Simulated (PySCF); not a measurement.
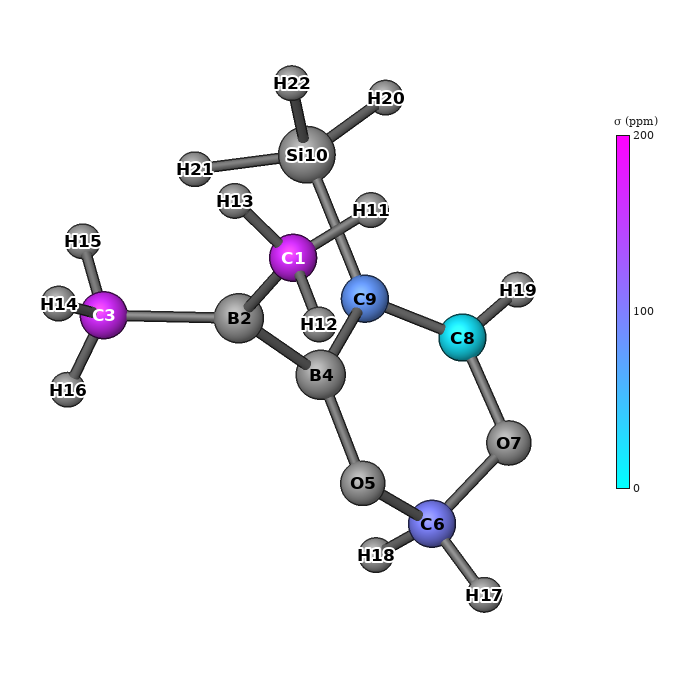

Atoms are coloured by their isotropic NMR shieldings (C only, the others grey). The geometry was computed by an optimisation with GFN2-xTB. No frequency run is at hand to confirm it as a minimum. Method: GIAO PBE0/pcSseg-1 NMR shielding, non-relativistic, gas phase (PySCF 2.14.0).

> Which C atom is the most shielded (lowest chemical shift)?

C1 (167.6 ppm).

> Which C atom is the least shielded (highest chemical shift)?

C8 (18.0 ppm).

> How wide is the range of C shifts?

149.6 ppm.

List the isotropic NMR shieldings of the C atoms.

```
atom  σ (ppm)
  C1    167.6
  C3    166.6
  C6     98.3
  C8     18.0
  C9     79.0
```

The geometry is semi-empirical. Around B, Si such bond lengths and angles can be off by a tenth of an ångström or more and by several degrees, and values that hang on the shape move with them.
